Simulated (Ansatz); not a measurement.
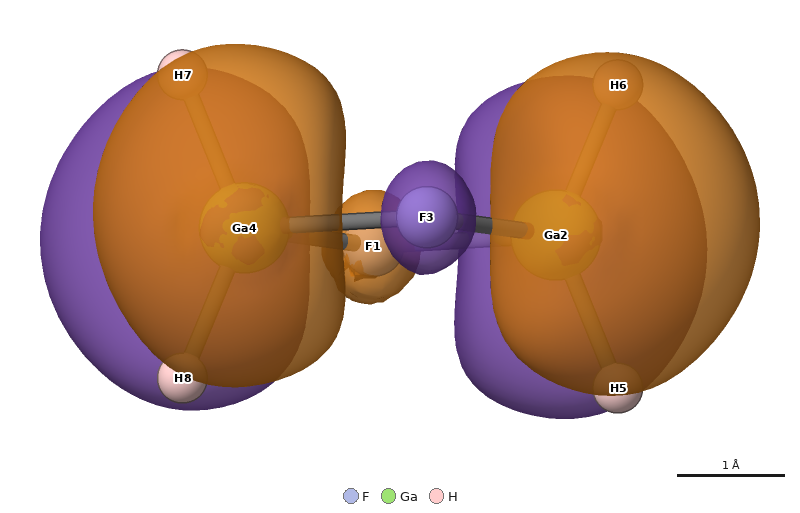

*F₂Ga₂H₄. The LUMO at ±0.08 Å⁻³ᐟ² (orange and purple are the two phases), seen at a tilt.*

Geometry: PBE0-D4/def2-TZVP.

Computed with Ansatz, RKS PBE0-D4/def2-TZVPP.

Input

```
crystal:
  periodic: [false, false, false]
  atoms:
    - {symbol: F, position_ang: [-0.773112, 0.049145, 0.969968]}
    - {symbol: Ga, position_ang: [0.083905, 1.492329, -0.008614]}
    - {symbol: F, position_ang: [0.773273, -0.049150, -0.969857]}
    - {symbol: Ga, position_ang: [-0.083903, -1.492333, 0.008605]}
    - {symbol: H, position_ang: [-1.001383, 2.143504, -0.906898]}
    - {symbol: H, position_ang: [1.235977, 2.028259, 0.882623]}
    - {symbol: H, position_ang: [1.001351, -2.143730, 0.906765]}
    - {symbol: H, position_ang: [-1.236107, -2.028025, -0.882601]}
basis:
  gaussian: {orbitals: def2-TZVPP}
hamiltonian: {xc: pbe0, dispersion: d4}
output: {orbitals: {seedname: orbitals}}
```

Run with:

```sh
ansatz run in.yaml --threads 4 --pin off --events-out ev --progress --plain --max-ram 10444MiB
```

Q: Where does this orbital lie, and at what energy?

A: Its weight (Hirshfeld) is mainly on Ga2 (about 40 %) and Ga4 (about 40 %); it is ungerade (odd under inversion). Its energy is −0.79 eV.
